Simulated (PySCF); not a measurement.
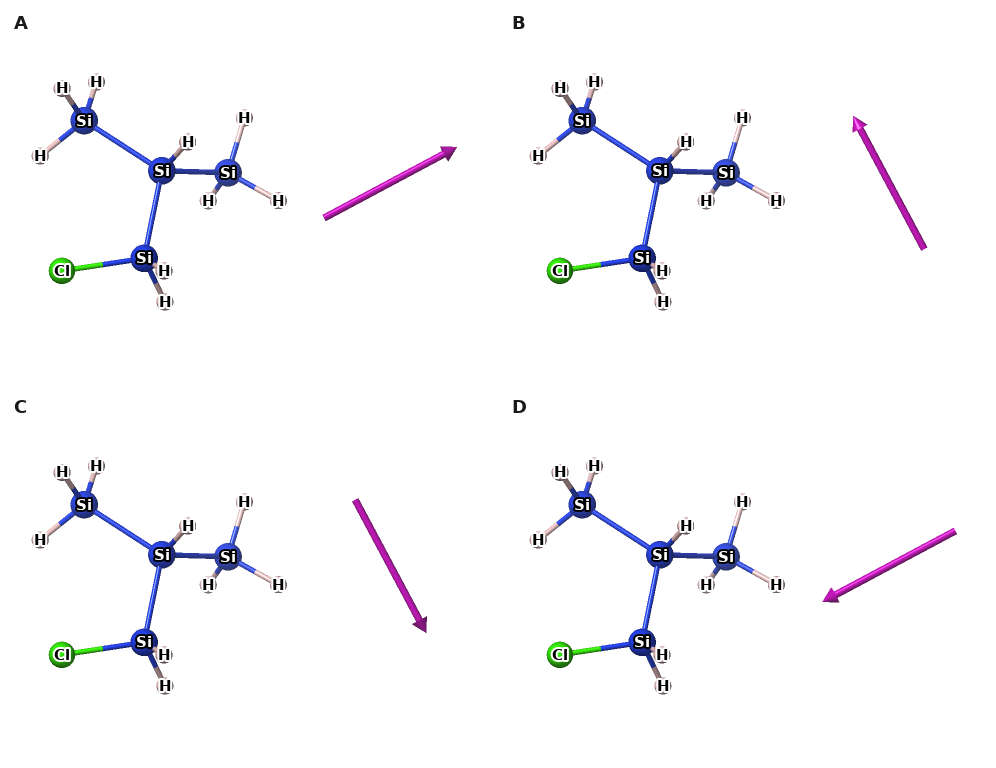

The same molecule four times, each with an arrow. The geometry was computed by an optimisation with GFN2-xTB. No frequency run is at hand to confirm it as a minimum. Method: CAM-B3LYP/def2-SVPD, gas phase (PySCF 2.14.0).

### Which arrow points along the dipole moment, from the negative to the positive end?

A. The dipole moment is 1.41 D.

The geometry is semi-empirical. Around Si such bond lengths and angles can be off by a tenth of an ångström or more and by several degrees, and values that hang on the shape move with them.
